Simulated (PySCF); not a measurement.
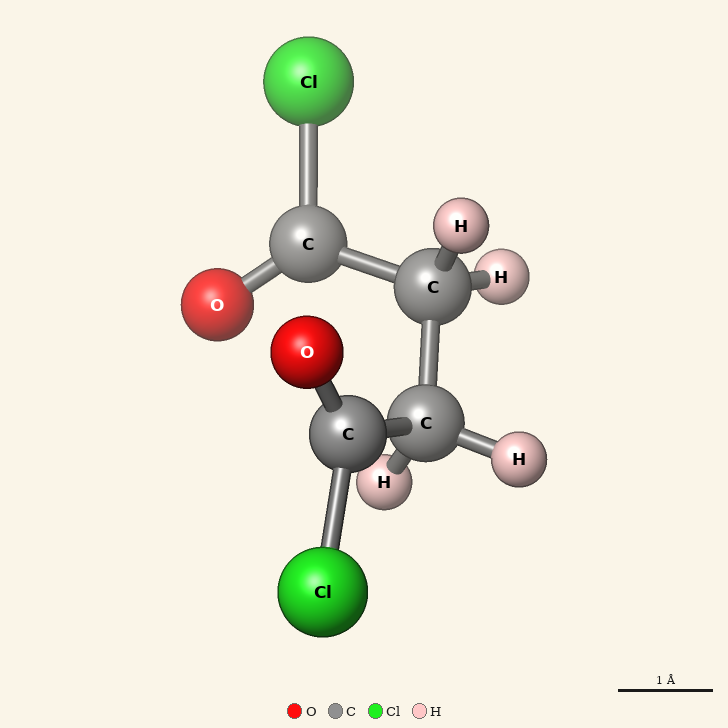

Depth is shown by fading: the farther an atom, the more it takes the colour of the background. The geometry was computed by an optimisation with GFN2-xTB. No frequency run is at hand to confirm it as a minimum. Masses are those of the most abundant isotopes; constants are for the rigid equilibrium geometry.

Q: What kind of rotor is it, and what are its rotational constants in cm⁻¹?

A: An asymmetric top (C2): A = 0.137, B = 0.0200, C = 0.0200 cm⁻¹. Ray's parameter κ is −1.00, close to the prolate limit.
